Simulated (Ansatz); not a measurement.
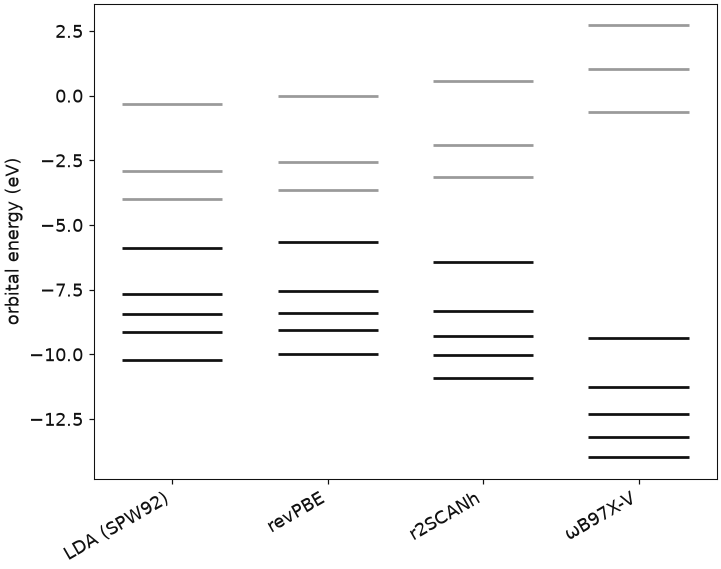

Frontier orbital energies of CH₅BOSi, SMILES B[SiH2]C=O at one geometry, def2-TZVPP, the Ansatz code 0.2.0, at a PBE0-D4/def2-TZVP geometry (a minimum by its frequencies). Empty levels are grey, levels within 0.1 eV stand side by side; all columns show the same few orbitals around the gap.

Compare the HOMO-LUMO separations.

Answer. The separation grows from 1.87 eV (LDA (SPW92)) to 8.74 eV (ωB97X-V).

```
      level  HOMO (eV)  LUMO (eV)  separation (eV)
LDA (SPW92)      −5.88      −4.01             1.87
     revPBE      −5.67      −3.65             2.02
    r2SCANh      −6.43      −3.16             3.28
    ωB97X-V      −9.36      −0.62             8.74
```

Caveats, for all or some of the runs: empty levels above zero depend strongly on the basis; one conformer of a flexible molecule.
